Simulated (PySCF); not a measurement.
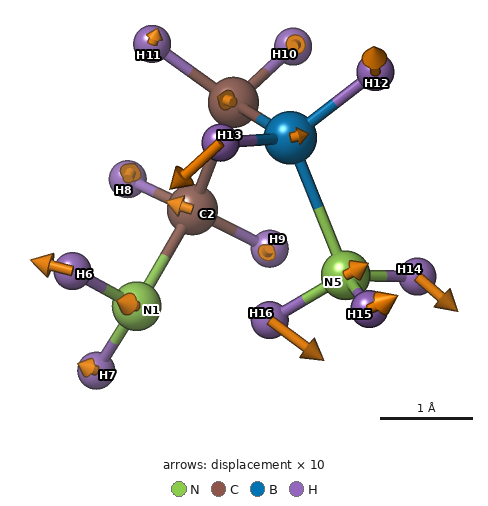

A relaxation of C₂H₁₁BN₂. The starting structure is drawn; orange arrows show the displacements, magnified 10 times. The two geometries are superimposed by the best rigid fit.

The picture is a ball-and-stick view, seen from a free direction.

The start comes from GFN2-xTB. Its atoms were then displaced at random by about 0.01 Å.

Method: PySCF, PBE0-D3(BJ)/def2-SVP geometry optimisation, gas phase. 

Q: Describe the change and its energy.

A: Over 6 geometry steps the energy falls by 11.9 kJ/mol. The atom that moves furthest after the best rigid fit is an H atom (0.081 Å). By element the largest moves are H 0.081 Å, N 0.034 Å, C 0.032 Å, B 0.022 Å. Near-neighbour distances that change, for instance: B–H 1.194 → 1.233 Å, C–H 1.073 → 1.107 Å, B–C 1.607 → 1.639 Å, H–N 0.997 → 1.019 Å. Bond angles that change, for instance: C–B–H 116.2° → 112.4°, H–N–H 113.2° → 109.7°, B–N–H 99.7° → 103.0°.
